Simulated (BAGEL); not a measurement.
# SiH2O2F2 (SMILES O[Si](O)(F)F): HF/STO-3G (density fitting with qzvpp-jkfit)

Aim: the energy change on altering one bond length of SiH2O2F2 at HF/STO-3G (density fitting with qzvpp-jkfit), from 2 runs. 

The calculation is run with BAGEL 1.2.2.

## (1) The structure to begin with

The species is SiH2O2F2 (7 atoms), meant as a singlet with charge 0. SMILES: `O[Si](O)(F)F`. The shape is that of a PBE0-D4/def2-TZVP optimisation. This is one conformer, not always the lowest.

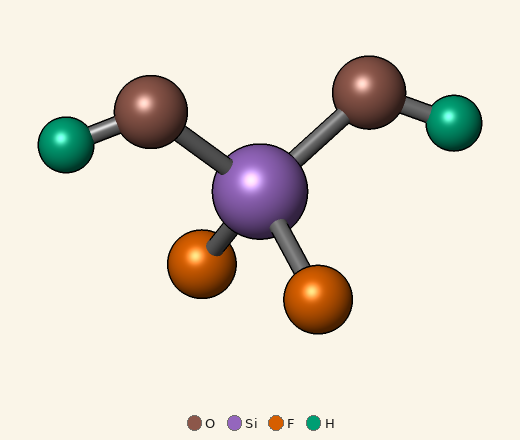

The structure, seen from a chosen angle (oxygen brown, silicon purple, fluorine orange, hydrogen teal).

## (2) The energy at HF/STO-3G (density fitting with qzvpp-jkfit)

File hf.json:

```json
{ "bagel": [

{
  "title": "molecule",
  "basis": "sto-3g",
  "df_basis": "qzvpp-jkfit",
  "angstrom": true,
  "geometry": [
    { "atom": "O", "xyz": [      -1.123000,       0.443800,       0.890500 ] },
    { "atom": "Si", "xyz": [      -0.011100,      -0.018100,      -0.177300 ] },
    { "atom": "O", "xyz": [       1.321200,      -0.386600,       0.646700 ] },
    { "atom": "F", "xyz": [      -0.483500,      -1.262700,      -1.033600 ] },
    { "atom": "F", "xyz": [       0.238000,       1.131800,      -1.236100 ] },
    { "atom": "H", "xyz": [      -1.829300,       1.022300,       0.602200 ] },
    { "atom": "H", "xyz": [       1.948900,      -0.998500,       0.262000 ] }
  ]
},

{ "title": "hf" },

{ "title": "print", "file": "orbitals.molden", "orbitals": true }

]}
```

Launch:

```sh
$ BAGEL_NUM_THREADS=1 BAGEL hf.json > hf.out
```

What it wrote:

```text
* using 1 threads per process

  ===============================================================
  ===============================================================

  *** Geometry ***

  { "atom" : "O", "xyz" : [     -2.122162,      0.838660,      1.682801 ] },
  { "atom" : "Si", "xyz" : [     -0.020976,     -0.034204,     -0.335048 ] },
  { "atom" : "O", "xyz" : [      2.496706,     -0.730568,      1.222086 ] },
  { "atom" : "F", "xyz" : [     -0.913683,     -2.386157,     -1.953221 ] },
  { "atom" : "F", "xyz" : [      0.449755,      2.138792,     -2.335890 ] },
  { "atom" : "H", "xyz" : [     -3.456876,      1.931867,      1.137993 ] },
  { "atom" : "H", "xyz" : [      3.682887,     -1.886892,      0.495108 ] },

  Number of auxiliary basis functions:      472

  Since a DF basis is specified, we compute 2- and 3-index integrals:
    o Being stored without compression. Storage requirement is 0.004 GB

  Number of basis functions:       31
  Number of electrons      :       50

    * METHOD: MOLECULE                             0.17

  *** RHF ***

  === Nuclear Repulsion ===
   270.4700007074

      * DIIS with orbital gradients will be used.

  === RHF iteration (sto-3g) ===
      0       -630.47658058          0.01911808           0.03
      1       -630.60097489          0.00322000           0.03
      2       -630.60476378          0.00084984           0.03
      3       -630.60516082          0.00018149           0.03
      4       -630.60518097          0.00003899           0.03
      5       -630.60518206          0.00000577           0.03
      6       -630.60518208          0.00000109           0.03
      7       -630.60518208          0.00000031           0.03
      8       -630.60518208          0.00000006           0.03
      9       -630.60518208          0.00000001           0.03
     10       -630.60518208          0.00000000           0.03
    * SCF iteration converged.

    * Permanent dipole moment:
           (    0.040391,     0.017201,     0.347884) a.u.

    * METHOD: HF                                   0.38

    * METHOD: PRINT                                0.00

  ===============================================================
```

Wall time 0.7 s (1 thread of Arm Neoverse V1, shared host); peak memory 0.081 GiB.

## (3) The distorted shape at the same level

File input.json:

```json
{ "bagel" : [

{
  "title" : "molecule",
  "basis" : "sto-3g",
  "df_basis" : "qzvpp-jkfit",
  "angstrom" : "true",
  "geometry" : [
    { "atom" : "O", "xyz" : [   -0.911137,    0.270272,    0.976979 ] },
    { "atom" : "Si", "xyz" : [    0.200763,   -0.191628,   -0.090821 ] },
    { "atom" : "O", "xyz" : [    1.533063,   -0.560128,    0.733179 ] },
    { "atom" : "F", "xyz" : [   -0.271637,   -1.436228,   -0.947121 ] },
    { "atom" : "F", "xyz" : [    0.449863,    0.958272,   -1.149621 ] },
    { "atom" : "H", "xyz" : [   -1.829300,    1.022300,    0.602200 ] },
    { "atom" : "H", "xyz" : [    2.160763,   -1.172028,    0.348479 ] }
  ]
},
{ "title" : "hf" },
{ "title" : "print", "file" : "orbitals.molden", "orbitals" : "true" }

]}
```

Launch:

```sh
$ BAGEL_NUM_THREADS=1 BAGEL input.json > input.out
```

What it wrote:

```text
* using 1 threads per process

  ===============================================================
  ===============================================================

  *** Geometry ***

  { "atom" : "O", "xyz" : [     -1.721799,      0.510740,      1.846223 ] },
  { "atom" : "Si", "xyz" : [      0.379387,     -0.362124,     -0.171627 ] },
  { "atom" : "O", "xyz" : [      2.897069,     -1.058489,      1.385508 ] },
  { "atom" : "F", "xyz" : [     -0.513320,     -2.714078,     -1.789799 ] },
  { "atom" : "F", "xyz" : [      0.850118,      1.810872,     -2.172469 ] },
  { "atom" : "H", "xyz" : [     -3.456876,      1.931867,      1.137993 ] },
  { "atom" : "H", "xyz" : [      4.083250,     -2.214812,      0.658530 ] },

  Number of auxiliary basis functions:      472

  Since a DF basis is specified, we compute 2- and 3-index integrals:
    o Being stored without compression. Storage requirement is 0.004 GB

  Number of basis functions:       31
  Number of electrons      :       50

    * METHOD: MOLECULE                             0.17

  *** RHF ***

  === Nuclear Repulsion ===
   268.8978546271

      * DIIS with orbital gradients will be used.

  === RHF iteration (sto-3g) ===
      0       -630.40518443          0.02058614           0.03
      1       -630.54331482          0.00432376           0.03
      2       -630.54936157          0.00115055           0.03
      3       -630.54993315          0.00028847           0.03
      4       -630.54998363          0.00005216           0.03
      5       -630.54998556          0.00001010           0.03
      6       -630.54998563          0.00000252           0.03
      7       -630.54998564          0.00000104           0.03
      8       -630.54998564          0.00000030           0.03
      9       -630.54998564          0.00000009           0.03
     10       -630.54998564          0.00000004           0.03
     11       -630.54998564          0.00000001           0.03
     12       -630.54998564          0.00000000           0.03
    * SCF iteration converged.

    * Permanent dipole moment:
           (   -0.002216,     0.052722,     0.322543) a.u.

    * METHOD: HF                                   0.44

    * METHOD: PRINT                                0.00

  ===============================================================
```

Run time: 0.77 s. Hardware: 1 thread of Arm Neoverse V1, shared host; peak memory 0.081 GiB.

## (4) Summary of results

At HF/STO-3G (density fitting with qzvpp-jkfit):

| quantity | value |
| --- | --- |
| first shape: total energy | -630.60518 Eh |
| first shape: dipole moment | 0.89 D |
| first shape: HOMO energy | -10.37 eV |
| first shape: LUMO energy | 12.08 eV |
| first shape: HOMO–LUMO gap | 22.44 eV |
| distorted shape: total energy | -630.54999 Eh |
| distorted shape: dipole moment | 0.83 D |
| distorted shape: HOMO energy | -10.26 eV |
| distorted shape: LUMO energy | 9.59 eV |
| distorted shape: HOMO–LUMO gap | 19.84 eV |
| energy change with the O1–H6 bond stretched from 0.957 to 1.245 Å | 1.502 eV |

In words: With the O1–H6 bond stretched from 0.957 to 1.245 Å the energy rises by 1.50 eV (145 kJ/mol). The first shape isn't relaxed at this level, so the change isn't measured from a minimum. The minimal basis adds a large error of its own.
